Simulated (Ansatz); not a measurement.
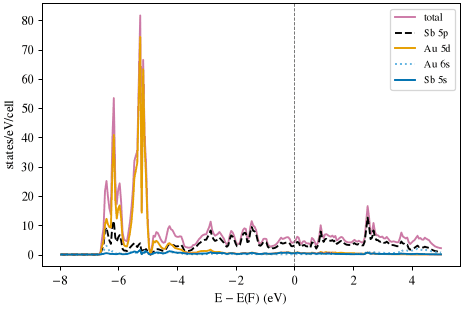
Figure: Total and projected density of states of Sb$_{2}$Au in space group Pa-3 (No. 205; Sb on 8c, Au on 4a), r²SCAN (plane waves, PAW; program Ansatz)

### Question
Which orbitals carry the states next to the Fermi level?

### Answer
Within 0.5 eV of the Fermi level: Sb 5p 71 %, Au 5d 12 %, Sb 5s 10 %. Projections are on Löwdin-orthogonalised atomic valence shells; empty p or d shells of many metals are not among them.

### Question
Where is the tallest occupied peak in this window, and what makes it?

### Answer
Near -5.2 eV, about 82 states/eV per cell; the largest projected share is Au 5d.

The first step of the workflow began from a Materials Project structure, measured or hypothetical; the Crystallography Open Database files this formula in space group No. 205, but the cells were not matched. Whether it is the stable phase at ambient conditions was not checked. The r²SCAN relaxation kept the symmetry of its start; whether a distortion lowers the energy is not shown. Scalar-relativistic: spin–orbit coupling is off unless named, which matters more the heavier the elements.

Potentials: the later of the program's two PAW sets.
